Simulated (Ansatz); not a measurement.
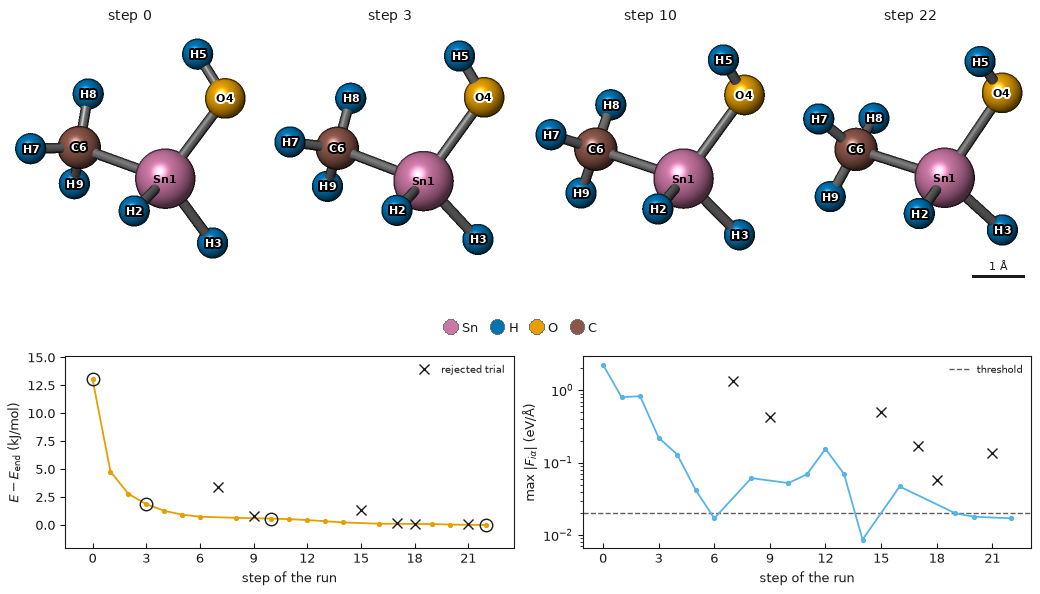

Frames of a relaxation of CH6OSn, marked on the history of the run. The picture is a ball-and-stick view, seen at a tilt.

The run prepares the start of a later molecular dynamics calculation, from a guessed geometry.

Level of theory: RKS B3LYP-D4/def2-SVP in Ansatz 0.2.0. Set-up: no spin polarisation; force threshold 0.02 eV/Å; at most 40 steps.

Q: Describe the path.

A: H8 moves most after the best rigid fit: 0.73 Å. By element the largest moves are H 0.73 Å, O 0.14 Å, C 0.11 Å, Sn 0.09 Å. Some distances before and after: Sn1–O4 1.959 → 2.006 Å, O4–H5 1.010 → 0.967 Å, Sn1–H3 1.740 → 1.717 Å, Sn1–C6 2.148 → 2.165 Å. Bond angles that change, for instance: H3–Sn1–O4 109.5° → 102.1°, Sn1–O4–H5 109.5° → 112.6°, H2–Sn1–H3 109.4° → 112.1°. Groups turn about Sn1–O4 by about 50°, Sn1–C6 by about 40°. Over 16 accepted moves (22 points after the start) the energy falls by 13.0 kJ/mol. The largest force component goes from 2.2 to 0.017 eV/Å. The line search rejected the trial steps at points 7, 9, 15, 17, 18, 21 of the run. The forces were under the threshold at step 6, but the run went on from there. The run took 28 s on 2 threads of Intel(R) Xeon(R) 6975P-C (Granite Rapids), with other jobs on the host, peak memory 0.19 GiB. From step 0 to 3: H5 moves most (0.26 Å), energy −11.2 kJ/mol. From step 3 to 10: H5 moves most (0.29 Å), energy −1.30 kJ/mol. From step 10 to 22: H8 moves most (0.35 Å), energy −0.57 kJ/mol.

```tsv
step	E − E(0), kJ/mol	largest force component, eV/Å	note
0	0.00	2.2472	
1	-8.25	0.8044	
2	-10.24	0.8286	
3	-11.17	0.2216	
4	-11.76	0.1298	
5	-12.11	0.0420	
6	-12.30	0.0171	
7	-9.64	1.3301	rejected
8	-12.39	0.0614	
9	-12.24	0.4296	rejected
10	-12.47	0.0524	
11	-12.51	0.0694	
12	-12.59	0.1553	
13	-12.70	0.0698	
14	-12.81	0.0087	
15	-11.68	0.5085	rejected
16	-12.92	0.0470	
17	-12.86	0.1713	rejected
18	-12.91	0.0586	rejected
19	-12.95	0.0201	
20	-13.00	0.0180	
21	-12.97	0.1353	rejected
22	-13.04	0.0171
```
